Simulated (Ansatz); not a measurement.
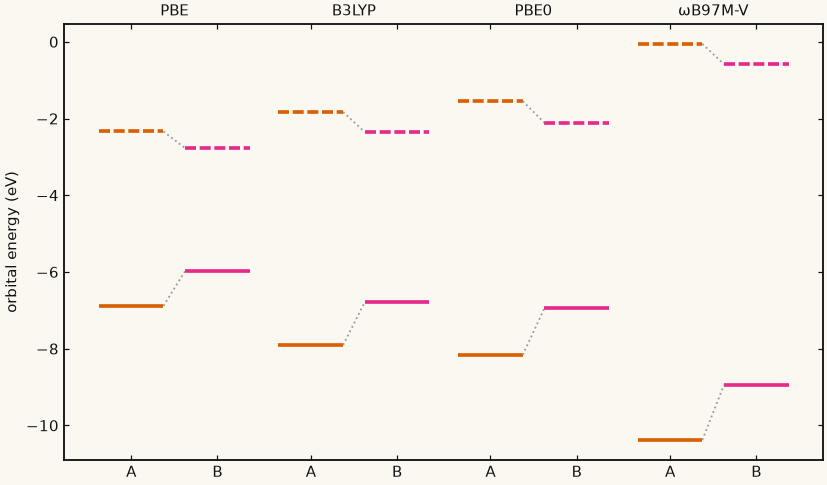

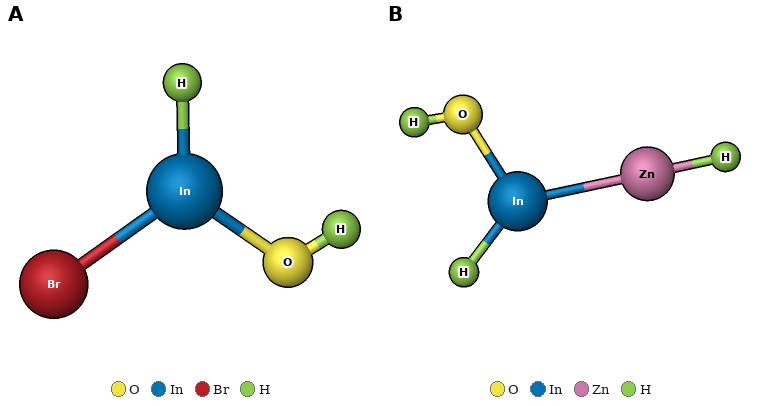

One change: A, InH₂OBr (SMILES [OH][InH][Br]), becomes B, ZnInH₃O (SMILES [OH][InH][ZnH]). Br on In is replaced by ZnH. HOMO (solid) and LUMO (dashed) computed in def2-TZVPP at PBE0-D4/def2-TZVP geometries, both minima by their frequencies, gas phase, the Ansatz code.

What does the change do to HOMO and LUMO?

PBE: the HOMO rises by 0.90 eV, the LUMO falls by 0.43 eV, and the separation goes from 4.55 to 3.21 eV. B3LYP: the HOMO rises by 1.11 eV, the LUMO falls by 0.52 eV, and the separation goes from 6.07 to 4.44 eV. PBE0: the HOMO rises by 1.21 eV, the LUMO falls by 0.56 eV, and the separation goes from 6.62 to 4.84 eV. ωB97M-V: the HOMO rises by 1.43 eV, the LUMO falls by 0.53 eV, and the separation goes from 10.33 to 8.36 eV.

Do the functionals agree on the effect?

They agree on the direction for both levels; the HOMO shift lies between 0.90 and 1.43 eV and the LUMO shift between −0.56 and −0.43 eV, while the separations themselves differ by up to 5.8 eV between functionals.

Caveats: core potentials past krypton; spin-orbit coupling is left out, and with In it can shift these values.
